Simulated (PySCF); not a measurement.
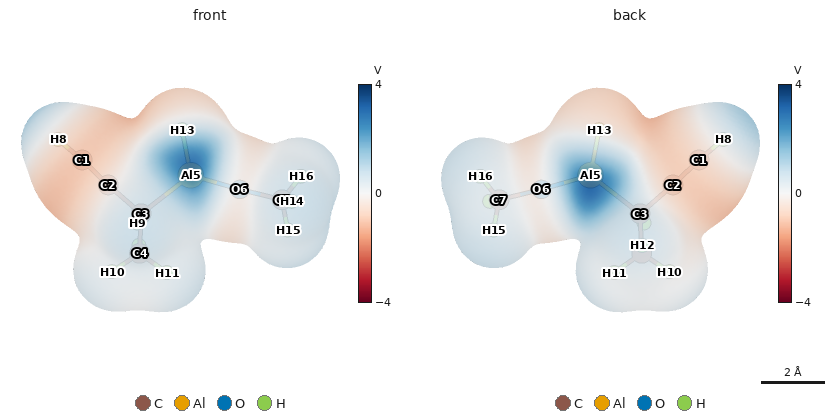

*C5H9AlO. The molecular electrostatic potential painted on the density surface at 0.002 e/bohr³, seen from the front and from behind; red is negative and blue positive.*

Geometry: GFN2-xTB.

Level of theory: PySCF, PBE0/pcSseg-1, SCF density, gas phase, non-relativistic.

```xyz
16

C    -2.1922    0.5435   -2.6034
C    -1.7512    0.6663   -1.4928
C    -1.1628    0.7655   -0.1790
C    -1.8660   -0.1467    0.8407
Al    0.7598    0.3035   -0.6595
O     1.9887    0.1293    0.4227
C     3.0691   -0.0279    1.2996
H    -2.6332    0.4603   -3.5520
H    -1.2735    1.8067    0.1629
H    -2.8861    0.1931    1.0260
H    -1.3240   -0.1421    1.7862
H    -1.9081   -1.1719    0.4758
H     1.1020    0.1039   -2.1366
H     3.4498    0.9513    1.5989
H     2.7507   -0.5735    2.1906
H     3.8696   -0.5850    0.8087
```

Describe the electrostatic potential map.

Answer. The most negative region (about −1.1 V) lies over C1, C2 and H13, the most positive (about +3.0 V) over Al5.

How polar is the molecule by this calculation?

Answer. Its dipole moment is 2.09 D.
